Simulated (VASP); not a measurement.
## Lattice of GeW across functionals and dispersion corrections

Aim: relax GeW with several functionals and dispersion schemes, and compare the cells. The levels: PBE, LDA, PBEsol, r2SCAN, PBE + D3(BJ), SCAN + D3(BJ), TPSS + D4, optB88-vdW and RPBE + D3(BJ). The cell is invented: it takes the structure of a Materials Project entry for MoWC2 (space group 25 there), with some of its atoms replaced by other elements, volume scaled by an estimate. It may not be a known or stable phase. LASPH is on for some levels and off for others; the table marks which.

Main program and level: VASP 6.6.1; PBE; plane waves and PAW (W, Ge_d), in the first sound run; inputs show where later runs differ.

**1. Set-up**

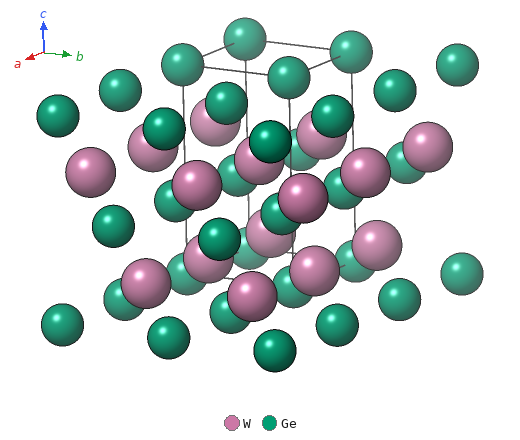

Start, viewed slightly off an axis; tungsten pink, germanium teal. 3×2×1 cells are drawn. Some periodic images of atoms are drawn too.

Coordinates:

```cif
data_structure
_symmetry_space_group_name_H-M 'Pmm2'
_symmetry_Int_Tables_number 25
_cell_length_a 3.0902
_cell_length_b 3.1804
_cell_length_c 5.5112
_cell_angle_alpha 90.000
_cell_angle_beta 90.000
_cell_angle_gamma 90.000
_cell_volume 54.17
loop_
_atom_site_label
_atom_site_type_symbol
_atom_site_symmetry_multiplicity
_atom_site_Wyckoff_symbol
_atom_site_fract_x
_atom_site_fract_y
_atom_site_fract_z
_atom_site_occupancy
W1 W 1 d 0.50000 0.50000 0.16603 1
W2 W 1 c 0.50000 0.00000 0.66718 1
Ge1 Ge 1 a 0.00000 0.00000 0.99870 1
Ge2 Ge 1 b 0.00000 0.50000 0.50138 1
```

**2. Relaxation with PBE**

Properties are meant for the cell that this level of theory prefers, so cell and atoms are relaxed first (ISIF = 3) until forces and stress are small; EDIFFG sets the threshold. PBE, the usual starting point, adds the gradient of the density.

File INCAR:

```
SYSTEM = GeW
PREC = Accurate
ENCUT = 520
EDIFF = 1E-06
NELM = 100
ISMEAR = -1
SIGMA = 0.05
LREAL = .FALSE.
ALGO = Normal
GGA = PE
LORBIT = 11
LWAVE = .FALSE.
LCHARG = .FALSE.
KPAR = 2
IBRION = 2
NSW = 60
ISIF = 3
EDIFFG = -0.01
```

File POSCAR:

```
GeW
1.0
    3.0902380000      0.0000000000      0.0000000000
    0.0000000000      3.1804320000      0.0000000000
    0.0000000000      0.0000000000      5.5111910000
W Ge
2 2
Direct
    0.5000000000      0.5000000000      0.1660300800
    0.5000000000      0.0000000000      0.6671848100
    0.0000000000      0.0000000000      0.9987038200
    0.0000000000      0.5000000000      0.5013832800
```

File KPOINTS:

```
Automatic mesh
0
Gamma
6 6 4
0 0 0
```

The projector-augmented-wave data sets are W and Ge_d (PBE family, release 64).

Started as:

```bash
mpirun -np 2 vasp_std
```

The program printed:

```text
[banner, memory and clock lines left out]
running    2 mpi-ranks, on    1 nodes
 distrk:  each k-point on    1 cores,    2 groups
 distr:  one band on    1 cores,    1 groups

 POSCAR found type information on POSCAR W Ge
 POSCAR found :  2 types and       4 ions
 LDA part: xc-table for (Slater+PW92), standard interpolation
 POSCAR, INCAR and KPOINTS ok, starting setup
 FFT: planning ... GRIDC
 FFT: planning ... GRID_SOFT
 FFT: planning ... GRID
 WAVECAR not read
 entering main loop
       N       E                     dE             d eps       ncg     rms          rms(c)
DAV:   1     0.316122557955E+03    0.31612E+03   -0.19952E+04  2728   0.435E+03
DAV:   2     0.188472691193E+02   -0.29728E+03   -0.29245E+03  2320   0.804E+02
DAV:   3    -0.316800708830E+02   -0.50527E+02   -0.50026E+02  2816   0.193E+02
DAV:   4    -0.335566019293E+02   -0.18765E+01   -0.18659E+01  2872   0.441E+01
DAV:   5    -0.335971649735E+02   -0.40563E-01   -0.40550E-01  2880   0.694E+00    0.389E+01
DAV:   6    -0.322315407832E+02    0.13656E+01   -0.36183E+00  3160   0.104E+01    0.179E+01
DAV:   7    -0.319761397078E+02    0.25540E+00   -0.58866E-01  3232   0.697E+00    0.358E+00
DAV:   8    -0.319572240046E+02    0.18916E-01   -0.14647E-01  3808   0.299E+00    0.787E-01
DAV:   9    -0.319498043948E+02    0.74196E-02   -0.56436E-02  3576   0.184E+00    0.180E-01
DAV:  10    -0.319497354975E+02    0.68897E-04   -0.42242E-03  3008   0.999E-01    0.821E-02
DAV:  11    -0.319497224492E+02    0.13048E-04   -0.29417E-04  2936   0.175E-01    0.570E-02
DAV:  12    -0.319497312867E+02   -0.88375E-05   -0.50833E-05  2736   0.123E-01    0.204E-02
DAV:  13    -0.319497291504E+02    0.21364E-05   -0.53699E-06  2536   0.840E-02    0.245E-03
DAV:  14    -0.319497294312E+02   -0.28087E-06   -0.10546E-06  1400   0.135E-02
   1 F= -.31949729E+02 E0= -.31945324E+02  d E =-.319497E+02
 curvature:   0.00 expect dE= 0.000E+00 dE for cont linesearch  0.000E+00
 trial: gam= 0.00000 g(F)=  0.693E-02 g(S)=  0.173E+02 ort = 0.000E+00 (trialstep = 0.100E+01)
 search vector abs. value=  0.173E+02
 bond charge predicted
       N       E                     dE             d eps       ncg     rms          rms(c)
DAV:   1    -0.139675228431E+03   -0.10773E+03   -0.52436E+03  2760   0.256E+03    0.841E+01
DAV:   2    -0.663593043592E+02    0.73316E+02   -0.31891E+02  2760   0.171E+02    0.417E+01
DAV:   3    -0.351624031422E+02    0.31197E+02   -0.89823E+01  2856   0.710E+01    0.285E+01
DAV:   4    -0.379708936878E+02   -0.28085E+01   -0.10809E+02  3768   0.232E+01    0.266E+01
DAV:   5    -0.294815120076E+02    0.84894E+01   -0.69039E+01  3512   0.170E+01    0.146E+01
DAV:   6    -0.274769874804E+02    0.20045E+01   -0.99097E+00  3104   0.109E+01    0.408E+00
DAV:   7    -0.274024182809E+02    0.74569E-01   -0.59027E-01  2992   0.625E+00    0.272E+00
DAV:   8    -0.273931094916E+02    0.93088E-02   -0.24240E-01  3288   0.216E+00    0.694E-01
DAV:   9    -0.273876205140E+02    0.54890E-02   -0.26039E-02  3120   0.169E+00    0.850E-01
DAV:  10    -0.273868534680E+02    0.76705E-03   -0.44578E-03  3224   0.828E-01    0.227E-01
DAV:  11    -0.273865417763E+02    0.31169E-03   -0.67475E-03  3568   0.262E-01    0.165E-01
DAV:  12    -0.273864218302E+02    0.11995E-03   -0.55302E-04  3264   0.178E-01    0.371E-02
DAV:  13    -0.273864134114E+02    0.84188E-05   -0.18849E-04  2992   0.431E-02    0.137E-02
DAV:  14    -0.273864120297E+02    0.13817E-05   -0.13073E-05  2832   0.205E-02    0.179E-03
DAV:  15    -0.273864121571E+02   -0.12735E-06   -0.69970E-07  1792   0.113E-02
   2 F= -.27386412E+02 E0= -.27374582E+02  d E =0.456332E+01
[... from here on, the cycles between the ionic steps are left out ...]
   3 F= -.33935111E+02 E0= -.33929036E+02  d E =-.198538E+01
   4 F= -.33993220E+02 E0= -.33987176E+02  d E =-.204349E+01
   5 F= -.33997962E+02 E0= -.33991944E+02  d E =-.204823E+01
   6 F= -.34105888E+02 E0= -.34100828E+02  d E =-.107925E+00
   7 F= -.34146543E+02 E0= -.34140218E+02  d E =-.148581E+00
   8 F= -.34128434E+02 E0= -.34123603E+02  d E =-.130471E+00
   9 F= -.34156905E+02 E0= -.34151564E+02  d E =-.158942E+00
  10 F= -.34151674E+02 E0= -.34147148E+02  d E =0.523067E-02
  11 F= -.34159667E+02 E0= -.34154661E+02  d E =-.276271E-02
  12 F= -.34160309E+02 E0= -.34155568E+02  d E =-.641690E-03
  13 F= -.34160314E+02 E0= -.34155557E+02  d E =-.647090E-03
  14 F= -.34160524E+02 E0= -.34155831E+02  d E =-.209804E-03
  15 F= -.34160523E+02 E0= -.34155828E+02  d E =-.208219E-03
  16 F= -.34160459E+02 E0= -.34155783E+02  d E =0.638355E-04
  17 F= -.34160552E+02 E0= -.34155868E+02  d E =-.290802E-04
  18 F= -.34160533E+02 E0= -.34155852E+02  d E =-.108131E-04
 curvature:  -0.26 expect dE=-0.143E-03 dE for cont linesearch -0.669E-04
 ZBRENT: interpolating
 opt :   0.5837  next Energy=   -34.160553 (dE=-0.302E-04)
 bond charge predicted
       N       E                     dE             d eps       ncg     rms          rms(c)
DAV:   1    -0.341605638783E+02   -0.30095E-04   -0.55923E-04  3176   0.319E-01    0.291E-02
DAV:   2    -0.341605519462E+02    0.11932E-04   -0.29797E-05  2936   0.866E-02    0.161E-02
DAV:   3    -0.341605484277E+02    0.35186E-05   -0.10722E-05  2960   0.455E-02    0.420E-03
DAV:   4    -0.341605482991E+02    0.12851E-06   -0.19475E-06  1352   0.129E-02
  19 F= -.34160548E+02 E0= -.34155865E+02  d E =-.257644E-04
 curvature:  -0.00 expect dE=-0.122E-06 dE for cont linesearch -0.414E-09
 trial: gam= 0.09236 g(F)=  0.308E-05 g(S)=  0.256E-04 ort = 0.578E-05 (trialstep = 0.879E+00)
 search vector abs. value=  0.327E-04
 reached required accuracy - stopping structural energy minimisation
```

Run time: 4.6 min. Hardware: 2 MPI ranks of Intel Xeon Platinum 8375C at 2.90GHz (Ice Lake), shared host; peak memory 0.41 GiB; 9.1 min of CPU time.

Lines that name or quote the potential files are left out of all logs, and their timing lines are given in words.

From OUTCAR (step 2):

```text
ion  position               nearest neighbor table
   1  0.500  0.500  0.166-   3 2.40   3 2.40   3 2.40   3 2.40   4 2.41   4 2.41   2 3.18   2 3.18
                             2 3.19   2 3.19
   2  0.500  0.000  0.667-   3 2.39   3 2.39   4 2.40   4 2.40   4 2.40   4 2.40   1 3.18   1 3.18
                             1 3.19   1 3.19
   3  0.000  0.000  0.999-   2 2.39   2 2.39   1 2.40   1 2.40   1 2.40   1 2.40
   4  0.000  0.500  0.501-   2 2.40   2 2.40   2 2.40   2 2.40   1 2.41   1 2.41

  LATTYP: Found a simple orthorhombic cell.
 ALAT       =     3.0902380000
 B/A-ratio  =     1.0291867487
 C/A-ratio  =     1.7834195942

 Subroutine GETGRP returns: Found  4 space group operations
 (whereof  4 operations were pure point group operations)

The static configuration has the point symmetry C_2v.

 Found     48 irreducible k-points:

   k-points           NKPTS =     48   k-points in BZ     NKDIM =     48   number of bands    NBANDS=     24

   dimension x,y,z NGX =    24 NGY =   24 NGZ =   42
   dimension x,y,z NGXF=    48 NGYF=   48 NGZF=   84

   ENCUT  =  520.0 eV  38.22 Ry    6.18 a.u.   5.75  5.91 10.25*2*pi/ulx,y,z

   NELECT =      40.0000    total number of electrons

 k-points in reciprocal lattice and weights: Automatic mesh
   0.00000000  0.00000000  0.00000000       0.007
   0.16666667  0.00000000  0.00000000       0.014
   0.33333333  0.00000000  0.00000000       0.014
   0.50000000  0.00000000  0.00000000       0.007
   0.00000000  0.16666667  0.00000000       0.014
   0.16666667  0.16666667  0.00000000       0.028
   0.33333333  0.16666667  0.00000000       0.028
   0.50000000  0.16666667  0.00000000       0.014
   0.00000000  0.33333333  0.00000000       0.014
[...]
0.33333333  0.50000000  0.50000000       0.014
   0.50000000  0.50000000  0.50000000       0.007

 average (electrostatic) potential at core
       1 -37.9472       2 -37.9465       3 -71.1238       4 -71.1240

 E-fermi :   7.7638

 k-point     1 :       0.0000    0.0000    0.0000
  band No.  band energies     occupation
    ...
     15       4.3659      2.00000
     16       4.8941      2.00000
     17       6.2570      2.00000
     18       6.3052      2.00000
     19       7.4340      1.99727
     20       8.1753      0.00053
     21       8.8354      0.00000
     22       8.8571      0.00000
     23       9.5091      0.00000
     24      10.8018      0.00000

 k-point     2 :       0.1667    0.0000    0.0000
  band No.  band energies     occupation
    ...
     16       5.5869      2.00000
     17       6.3995      2.00000
     18       6.4485      2.00000
     19       7.0013      2.00000
     20       7.3468      1.99952
     21       8.4495      0.00000
     22       8.4791      0.00000
     23      10.3393      0.00000
     24      10.8273      0.00000

 k-point     3 :       0.3333    0.0000    0.0000
  band No.  band energies     occupation
    ...
     17       6.5549      2.00000
     18       6.7457      2.00000
     19       6.7960      2.00000
     20       7.6892      1.63232
     21       7.7867      0.77512
     22       7.8267      0.44248
     23       9.4113      0.00000
     24      10.5117      0.00000

  Total       -0.0250817      0.0368847     -0.0116677      0.0000000      0.0000000      0.0000000
  in kB       -0.6272240      0.9223853     -0.2917784      0.0000000      0.0000000      0.0000000
  external PRESSURE =       0.0011276 kB  Pullay stress =       0.0000000 kB

  energy-cutoff  :      520.00
  volume of cell :       64.07
      direct lattice vectors                 reciprocal lattice vectors
     3.625200707  0.000000000  0.000000000     0.275846796  0.000000000  0.000000000
     0.000000000  3.200390319  0.000000000     0.000000000  0.312461888  0.000000000
     0.000000000  0.000000000  5.522162354     0.000000000  0.000000000  0.181088482

 POSITION                                       TOTAL-FORCE (eV/Angst)
 -----------------------------------------------------------------------------------
      1.81260      1.60020      0.91786         0.000000      0.000000      0.003598
      1.81260      0.00000      3.67914         0.000000      0.000000     -0.001196
      0.00000      0.00000      0.00204         0.000000      0.000000      0.003624
      0.00000      1.60020      2.76367         0.000000      0.000000     -0.006026
 -----------------------------------------------------------------------------------
    total drift:                                0.000000      0.000000     -0.000371

  FREE ENERGIE OF THE ION-ELECTRON SYSTEM (eV)
  ---------------------------------------------------
  free  energy   TOTEN  =       -34.1605482991 eV

  energy  without entropy=      -34.1511814604  energy(sigma->0) =      -34.15586488

 reached required accuracy - stopping structural energy minimisation

 total charge
# of ion       s       p       d       tot
------------------------------------------
    1        0.527   0.562   4.207   5.296
    2        0.527   0.562   4.208   5.297
    3        1.119   1.377  10.097  12.593
    4        1.119   1.377  10.097  12.592
--------------------------------------------------
tot          3.292   3.878  28.609  35.778

[... 3 further parts left out ...]
```

CONTCAR:

```
GeW
   1.00000000000000
     3.6252007071266910    0.0000000000000000    0.0000000000000000
     0.0000000000000000    3.2003903189291152    0.0000000000000000
     0.0000000000000000    0.0000000000000000    5.5221623543071621
  W               Ge
     2     2
Direct
     0.5000000000000000    0.5000000000000000    0.1662141478031146
     0.5000000000000000    0.0000000000000000    0.6662501893692604
     0.0000000000000000    0.0000000000000000    0.0003686247045864
     0.0000000000000000    0.5000000000000000    0.5004690281230412
```

The k-mesh is coarse for a metal. After so large a change of volume the plane waves of the start cell no longer fit, so the final stress carries a basis-set error. The data set W keeps the semicore shell frozen, which is cheaper and a little less accurate. The run keeps the 4 symmetry operations of its start, so it cannot find a distortion of lower symmetry.

The steps of the relaxation:

```csv
step,energy less that of the first step (eV),largest force (eV/Å),pressure (GPa),volume (Å³)
1,0.0000,0.2326,62.26,54.17
2,4.5633,0.0215,-31.58,106.26
3,-1.9854,0.0546,-8.45,68.42
4,-2.0435,0.0666,-3.33,66.55
5,-2.0482,0.0707,-1.41,65.90
6,-2.1562,0.0208,-0.74,65.08
7,-2.1968,0.0217,0.18,64.34
8,-2.1787,0.1090,3.34,62.70
9,-2.2072,0.0574,1.25,63.68
10,-2.2019,0.0727,-2.88,64.86
11,-2.2099,0.0525,-0.26,64.12
12,-2.2106,0.0501,-0.01,64.01
13,-2.2106,0.0470,-0.02,64.02
14,-2.2108,0.0162,0.42,63.98
15,-2.2108,0.0183,0.18,63.98
16,-2.2107,0.0137,-0.14,64.13
17,-2.2108,0.0050,0.08,64.06
18,-2.2108,0.0087,-0.30,64.08
19,-2.2108,0.0060,0.00,64.07
```

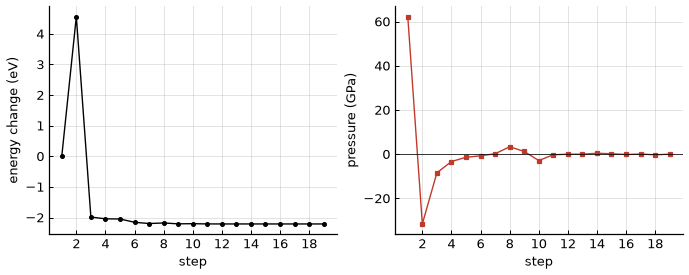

Energy and pressure along the relaxation.

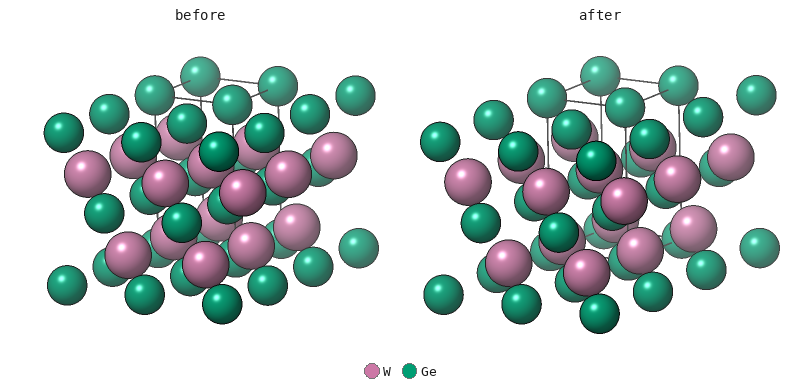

Before and after, at one scale.

```
     cell as run  before  after   change
           a (Å)   3.090  3.625  +17.3 %
           b (Å)   3.180  3.200   +0.6 %
           c (Å)   5.511  5.522   +0.2 %
volume (Å³/atom)   13.54  16.02  +18.3 %
```

The relaxed structure:

```xyz
4
Lattice="3.6252 0.0000 0.0000 0.0000 3.2004 0.0000 0.0000 0.0000 5.5222" Properties=species:S:1:pos:R:3 pbc="T T T"
W     1.8126    1.6002    0.9179
W     1.8126    0.0000    3.6791
Ge    0.0000    0.0000    5.5242
Ge    0.0000    1.6002    2.7637
```

Numbers from this step:

* electrons: 40
* bands: 24
* irreducible k-points: 48
* symmetry operations: 4
* free energy (TOTEN): -34.16 eV
* energy at zero smearing: -34.16 eV
* Fermi energy: 7.764 eV
* pressure: 1.13e-4 GPa
* metallic: yes
* SCF cycles over all ionic steps: 151

It ends with a largest force of 0.006 eV/Å and a pressure of 0.00 GPa.

[end of part 1 of 3]

[Lines on the potential files, build, host, timing and source positions are cut from VASP's logs without a mark.]

[Logs are printed without paths, hosts, clocks, repeated set-up lines and the standing remarks that a program may print on its own settings, such as how far it seeks lower states.]

[Hosts, paths, dates, database ids (printed as entryN), source tags and the programs' standing remarks are cut or masked in the printed files.]

[A measured line is paired with the nearest computed mode of its activity, which favours agreement.]
